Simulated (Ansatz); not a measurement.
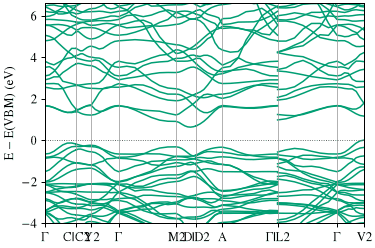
Fig. 1. Band structure from DFT-PBE+D3(BJ) in the program Ansatz with PAW potentials

**Question.** Read off the gap and where the band edges lie.

**Answer.** About 0.6 eV (0.63 eV by a search for the band edges); maximum at V2, minimum on the M2–D line, 69 % of the way from M2.

The material is C₂PtS₂ in space group C2/m (No. 12; Pearson symbol mS30).

A made-up cell: these elements were put on the sites of a structure type; neither database checked (COD, Materials Project) lists it. Whether it is the stable phase at ambient conditions was not checked. The PBE+D3(BJ) relaxation kept the symmetry of its start; whether a distortion lowers the energy is not shown. The run is not spin-polarised. Scalar-relativistic: spin–orbit coupling is off unless named, which matters more the heavier the elements.

Potentials: the later of the program's two PAW sets.
